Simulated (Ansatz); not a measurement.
## WC: response to strain

The reference is WC (space group P-6m2, No. 187; a = 2.922 Å, c = 2.846 Å; relaxed with 0.1 eV smearing). Axes: x lies along a and z along c of the hexagonal cell.

Strains are applied to the cell and any free atomic positions relax; under biaxial strain the out-of-plane vector relaxes too.

Level of theory: DFT with PBE, PAW potentials and a 420 eV plane-wave cutoff in Ansatz (a program for electronic structure), no SOC.

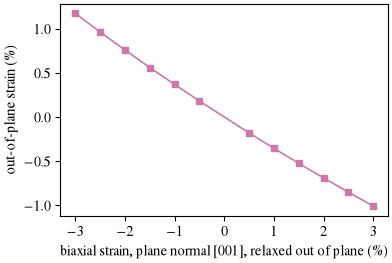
*Out-of-plane strain against biaxial strain, plane normal [001], relaxed out of plane*

**Question.** From the plot, what is the out-of-plane strain for biaxial strain +3.00 %, plane normal [001], relaxed out of plane?

**Answer.** About -1.0 %.

**Question.** Is the trend monotonic over the range shown?

**Answer.** Yes, it falls throughout, spanning -1.01 % to +1.18 %.

Stability against distortions was not tested. The final runs are not spin-polarised.
